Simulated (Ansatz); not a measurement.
The structure below was relaxed with Kohn–Sham DFT with the r2SCAN functional, run in Ansatz (a program for electronic structure) with PAW and 500 eV plane waves, no spin-orbit coupling, earlier PAW set.

```xyz
2
Lattice="0.0000 2.6508 2.6508 2.6508 0.0000 2.6508 2.6508 2.6508 0.0000" Properties=species:S:1:pos:R:3 pbc="T T T"
C      3.9761     3.9761     3.9761
Pb     0.0000     0.0000     0.0000
```

### Question
Find the space group and the Wyckoff positions.

### Answer
Space group F-43m (No. 216); a = 5.302 Å, b = 5.302 Å, c = 5.302 Å, α = 90.00°, β = 90.00°, γ = 90.00°

```csv
atom,site,symmetry,x,y,z
C,4c,-43m,0.2500,0.2500,0.2500
Pb,4a,-43m,0.0000,0.0000,0.0000
```

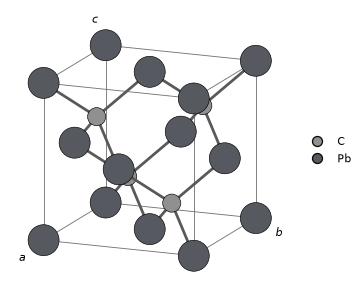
Figure. The conventional cell

Whether these cells are dynamically stable was not tested. All final runs are without spin polarisation. The cell was made from SiC by this change: Si → Pb; the result is a hypothetical phase, not in the database extracts checked.
